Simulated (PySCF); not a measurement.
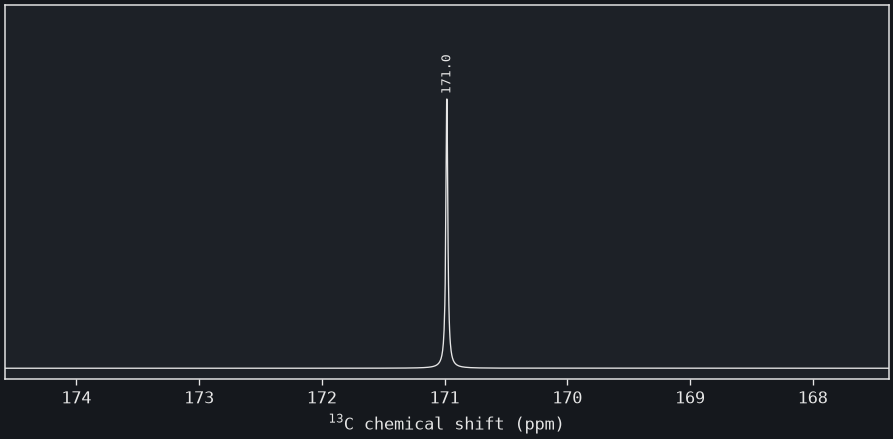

GIAO shifts, PBE0/pcSseg-2 in PySCF, at a PBE0-D3(BJ)/def2-TZVP geometry (no frequency check), against TMS for ¹³C computed at the same level. Gas phase, fully decoupled, line heights follow the number of nuclei, widths are arbitrary (no quadrupolar broadening); values of one conformer, averaged over methyl-type rotors and exact or near symmetry.

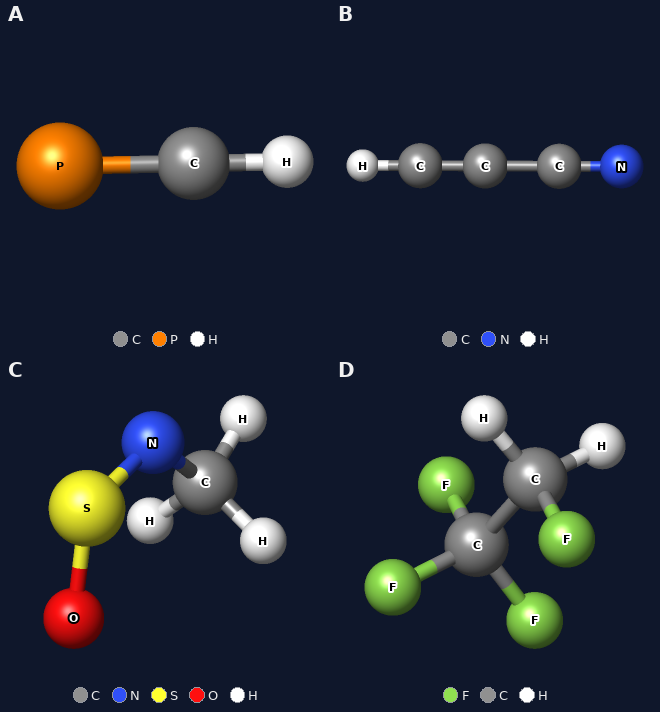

Which structure fits the spectrum? The candidates are drawn in the second picture.

Structure A, CHP, SMILES C#P. Its ¹³C signals: 171.0 (1 C) ppm.
